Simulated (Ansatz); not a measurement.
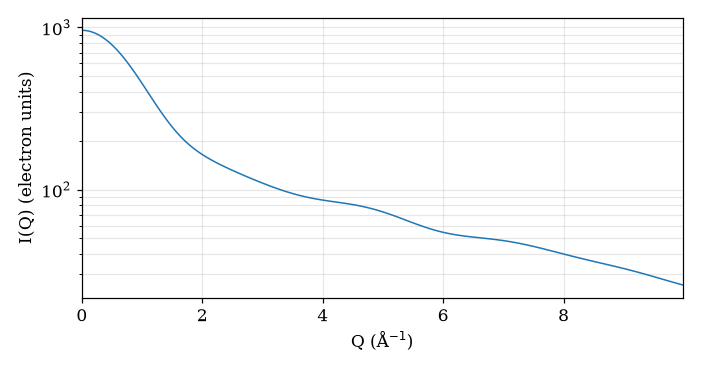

Elastic X-ray scattering of a randomly oriented, rigid molecule, calculated with the Debye equation from neutral-atom form factors (independent atoms, no Compton part, no vibration). The geometry is the end point of an optimisation (RKS r2SCAN-D4/def2-SVP (Ansatz)); it may be a saddle point or a higher isomer. It contains B, C, S, H.

How many electrons does the independent-atom model of the molecule hold?

I(0) is the square of the electron number: I(0) = 961, so about 31 electrons, the count of CH4BS counted as neutral atoms.

What radius of gyration does the initial fall-off give?

From I(Q) ≈ I(0) exp(−Q²R²/3) at small Q, R ≈ 1.60 Å. It is larger than the electron-weighted radius of the nuclear positions alone (1.39 Å), because each atom's electron cloud adds to it.
